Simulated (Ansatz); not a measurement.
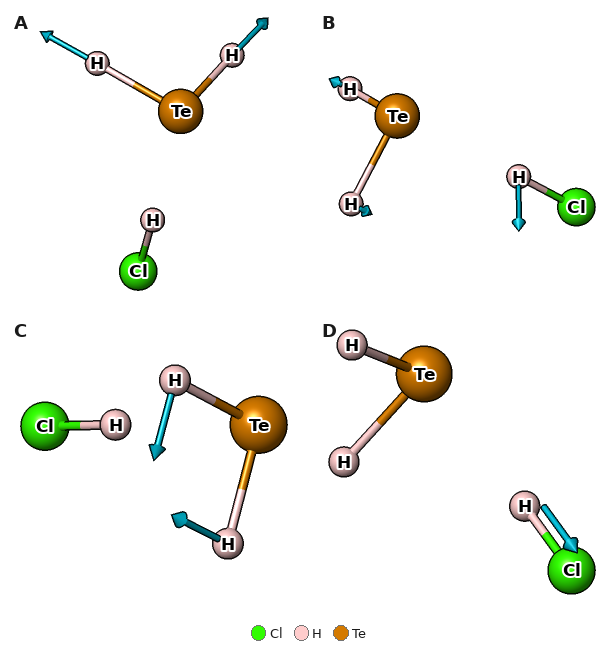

4 normal modes of one molecule or complex, as arrows. Harmonic vibrations computed with RKS PBE0-D4/def2-TZVP, core potentials on Te (Ansatz 0.2.0) at a stationary point of the same level.

Question: Match the panels to the wavenumbers 407 cm⁻¹, 890 cm⁻¹, 2168 cm⁻¹, 2712 cm⁻¹.

Answer: A: 2168 cm⁻¹, in-phase stretching of 2 Te–H bonds
B: 407 cm⁻¹
C: 890 cm⁻¹, H–Te–H bending
D: 2712 cm⁻¹, Cl–H stretching
